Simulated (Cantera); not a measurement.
Charge: 1 mol Si, 0.55 mol HCl, a varied amount of H2, at 1100 K and 75.0 Torr.

Cantera equilibrium calculation (NASA polynomials, part measured and part estimated; ideal gas, pure solids and liquids). Candidate condensed phases: Si; 19 gas species. The tables' values for SiCl3 are old estimates; treat these amounts as uncertain. Equilibrium is a limit: real reactors are often held back by kinetics, nucleation or transport.

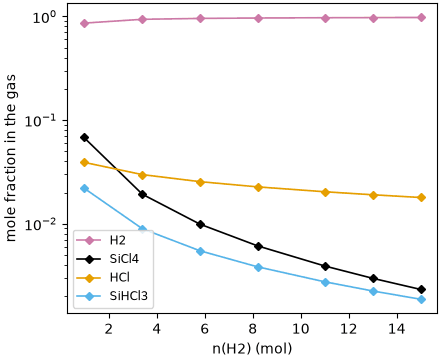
Figure. Equilibrium gas composition (values under 1e-9 drawn at 1e-9)

From 0.95 mol H2 to 15 mol H2 the condensed part is Si(s). The main Si-bearing gas is SiCl4 throughout. The share of Si in condensed phases is highest at 15 mol H2 (91.7 %) and lowest at 0.95 mol H2 (86.4 %).
